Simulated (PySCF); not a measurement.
**CH5BClN (SMILES NCBCl): MP2/6-31G(d) (spherical functions)**

What is the vertical ionisation energy of CH5BClN at MP2/6-31G* (spherical functions)? Input form: a Python script.

Program for the calculation: PySCF 2.14.0.

**1. Starting point**

CH5BClN has 9 atoms, charge 0, and is taken as a singlet. As SMILES, `NCBCl`. Geometry: relaxed at PBE0-D4/def2-TZVP. This is one conformer, not always the lowest.

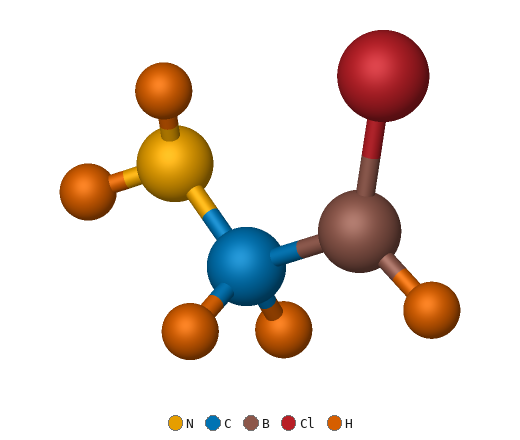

Viewed from a chosen angle; nitrogen amber, carbon blue, boron brown, chlorine red, hydrogen orange.

**2. The energy at MP2/6-31G(d) (spherical functions)**

Contents of run.py:

```python
from pyscf import gto, scf, mp

molecule = gto.Mole()
molecule.atom = '''
N   -0.982500   0.902000   0.103600
C    0.104400   0.053300   0.532000
B    0.577300  -1.055600  -0.440200
Cl   0.054200  -1.097200  -2.108100
H   -0.910300   1.129300  -0.878900
H   -1.020500   1.764600   0.627600
H    1.053500   0.586400   0.761400
H   -0.145900  -0.439400   1.483000
H    1.358200  -1.889700  -0.097600
'''
molecule.max_memory = 1860
molecule.verbose = 3
molecule.basis = '6-31g*'
molecule.build()

mf = scf.RHF(molecule)
mf.conv_tol = 1e-10
mf.kernel()
if not mf.converged:
    mf = mf.newton().run(mf.mo_coeff, mf.mo_occ)

pt = mp.MP2(mf, frozen=8).run()
etot = pt.e_tot
print(f'total energy: {etot:.8f} hartree')
```

Command:

```console
OMP_NUM_THREADS=1 python run.py
```

Log:

```text
converged SCF energy = -579.413424397163
E(RMP2) = -579.906097389307  E_corr = -0.492672992143748
E(SCS-RMP2) = -579.898867514486  E_corr = -0.485443117322552
total energy: -579.90609739 hartree
```

Wall time 1.7 s (1 thread of Arm Neoverse V1, shared host); peak memory 0.15 GiB.

**3. The doublet cation at the same level**

Contents of run.py:

```python
from pyscf import gto, scf, mp

system = gto.Mole()
system.atom = '''
N     -1.856656     1.704533     0.195776
C      0.197287     0.100722     1.005334
B      1.090939    -1.994795    -0.831857
Cl     0.102423    -2.073408    -3.983732
H     -1.720218     2.134068    -1.660880
H     -1.928466     3.334611     1.185992
H      1.990826     1.108135     1.438837
H     -0.275711    -0.830346     2.802464
H      2.566626    -3.571015    -0.184437
'''
system.max_memory = 1860
system.unit = 'bohr'
system.charge = 1
system.basis = '6-31g*'
system.verbose = 3
system.spin = 1
system.build()

mf = scf.UHF(system)
mf.conv_tol = 1e-10
mf.kernel()
if not mf.converged:
    mf = mf.newton().run(mf.mo_coeff, mf.mo_occ)

pt = mp.MP2(mf, frozen=8).run()
e_tot = pt.e_tot
print('E(%s) = %.9f' % ('MP2', e_tot))
```

Command:

```console
OMP_NUM_THREADS=1 python run.py
```

Log:

```text
converged SCF energy = -579.10973027514  <S^2> = 0.76059053  2S+1 = 2.0105626
E(UMP2) = -579.566295798821  E_corr = -0.456565523680916
E(SCS-UMP2) = -579.560585430014  E_corr = -0.450855154874042
E(MP2) = -579.566295799
```

Run time: 2.2 s. Hardware: 1 thread of Arm Neoverse V1, shared host; peak memory 0.16 GiB.

**4. What came out**

At MP2/6-31G* (spherical functions), 8 core orbitals frozen:

| quantity | value |
| --- | --- |
| singlet CH5BClN: total energy | -579.90610 Eh |
| singlet CH5BClN: dipole moment (Hartree–Fock density) | 2.19 D |
| singlet CH5BClN: HOMO energy (Hartree–Fock orbitals) | -10.57 eV |
| singlet CH5BClN: LUMO energy (Hartree–Fock orbitals) | 2.92 eV |
| singlet CH5BClN: HOMO–LUMO gap (Hartree–Fock orbitals) | 13.48 eV |
| singlet CH5BClN: correlation energy (8 core orbitals frozen) | -492.7 mEh |
| doublet cation: total energy | -579.56630 Eh |
| doublet cation: HOMO energy (Hartree–Fock orbitals) (highest over α and β) | -16.76 eV |
| doublet cation: LUMO energy (Hartree–Fock orbitals) (lowest over α and β) | -6.14 eV |
| doublet cation: correlation energy (8 core orbitals frozen) | -456.6 mEh |
| doublet cation: ⟨S²⟩ of the reference determinant | 0.761 |
| vertical ionisation energy (to the doublet cation) | 9.246 eV |

In words: The vertical ionisation energy comes to 9.25 eV (213 kcal/mol). Mulliken charges (doublet cation) of the mean-field density run from -0.47 on C2 to +0.49 on H6.
